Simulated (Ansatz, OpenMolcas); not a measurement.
Si2H5OF (SMILES O[SiH](F)[SiH3]): methods side by side

Si2H5OF has 9 atoms, charge 0, and is taken as a singlet. SMILES: `O[SiH](F)[SiH3]`. The shape is that of a PBE0-D4/def2-TZVP optimisation. This is one conformer, not always the lowest.

| atom | x (Å) | y (Å) | z (Å) |
| --- | --- | --- | --- |
| O | -0.3925 | -0.6108 | 1.7681 |
| Si | -0.8315 | -0.1606 | 0.2577 |
| F | -1.7756 | 1.1338 | 0.3194 |
| Si | 1.1350 | 0.3711 | -0.8917 |
| H | -1.0505 | -1.0056 | 2.3430 |
| H | -1.6646 | -1.2154 | -0.3806 |
| H | 0.7987 | 0.8606 | -2.2552 |
| H | 1.9817 | -0.8452 | -1.0139 |
| H | 1.8878 | 1.4256 | -0.1638 |

Quantity: the vertical energy of the triplet above the singlet, in eV. The values are calculated.

```csv
level,kind,program,value (eV),less CCSD(T)/6-31G*,CPU time (all runs)
r2SCAN/6-31G* (spherical functions),meta-GGA,OpenMolcas,6.35,-0.62,2.5 min
B3LYP/6-31G* (spherical functions),global hybrid,Ansatz,6.51,-0.46,27 s
BHLYP/6-31G* (spherical functions),global hybrid,OpenMolcas,6.96,-0.01,2.1 min
r2SCAN0/6-31G* (spherical functions),hybrid meta-GGA,Ansatz,6.55,-0.42,36 s
wB97M-V/6-31G* (spherical functions),range-separated hybrid,Ansatz,6.81,-0.16,2.1 min
PBE-QIDH/6-31G* (spherical functions),double hybrid,Ansatz,6.89,-0.08,29 s
RPA@PBE/6-31G* (spherical functions),RPA,Ansatz,6.77,-0.20,35 s
CCSD(T)/6-31G* (spherical functions),coupled cluster or CI,Ansatz,6.97,0.00,62 s
```

Differences are taken from CCSD(T)/6-31G* (spherical functions) for orientation; it has basis-set and higher-order errors of its own. The values span 6.35 to 6.97 eV. A triplet this far above the singlet is often a Rydberg-like or dissociative state; sets without diffuse functions put Rydberg states too high. CPU times are rough (shared hosts, several kinds of processor): they show what a rung costs within a factor of a few.

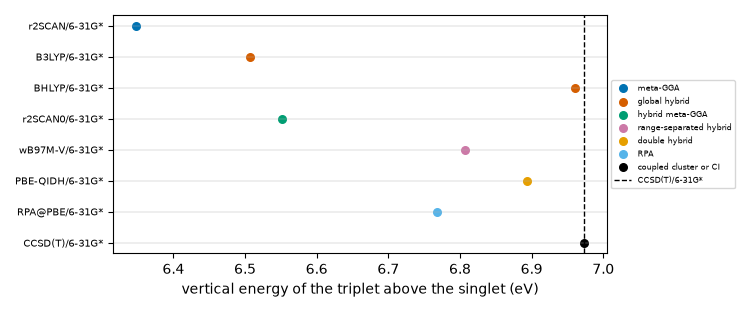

The values of the table, level by level.
